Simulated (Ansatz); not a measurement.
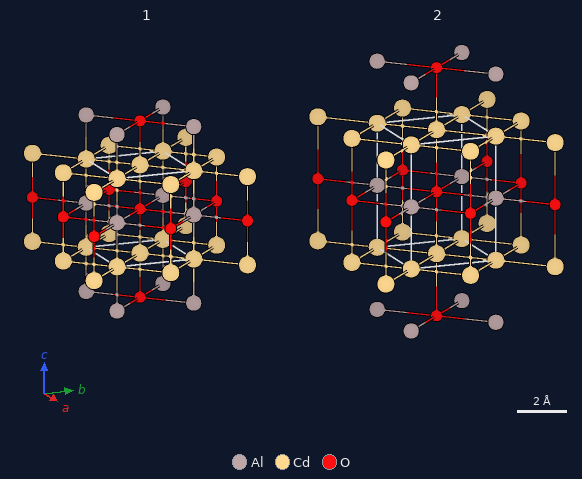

Two geometries of solid AlCd2O (a generated structure, set up in P4/mmm) (coarse preliminary run), drawn at one scale. One is the start of a relaxation, the other its converged end. A ball-and-stick model of the cell of the calculation, seen slightly off an axis.

Computed with Ansatz, DFT PBE, scalar-relativistic, plane waves, PAW. Settings: plane-wave cutoff 420 eV; k-point mesh 6 × 6 × 4; occupations gaussian; smearing width 0.1 eV; no spin polarisation; cell and atoms relaxed; force threshold 0.04 eV/Å; at most 70 steps.

Question: Which geometry has the lower energy?

Answer: Structure 2 is the relaxed one. Over 11 accepted moves (14 points after the start) the energy falls by 3055 meV per atom. All forces vanish by symmetry, so only the cell relaxes. Pressure: 163.91 GPa at the start and 0.03 GPa at the end. The SCF was repeated 3 times at an unchanged geometry on a basis and grid sized afresh for the cell, which shifted the energy by 167 meV per atom at most. The atoms keep their places relative to the cell (all moves are under 0.005 Å). The volume changes by +71.1 %, with a = b 3.417 → 3.770 Å (+10.3 %), c 3.772 → 5.304 Å (+40.6 %). Near-neighbour distances that change, for instance: Cd–O 1.886 → 2.652 Å, Al–Cd 1.886 → 2.652 Å, Cd–Cd 2.416 → 2.666 Å, Al–O 2.416 → 2.666 Å. Bonds break: Al–Cd (1.89 → 2.65 Å). The space group stays P4/mmm (No. 123). The run took 45 s on 1 thread of Arm Neoverse V1, with other jobs on the host, peak memory 0.36 GiB.

Limits of the set-up: the k-point mesh is coarse for a cell with partly filled bands.
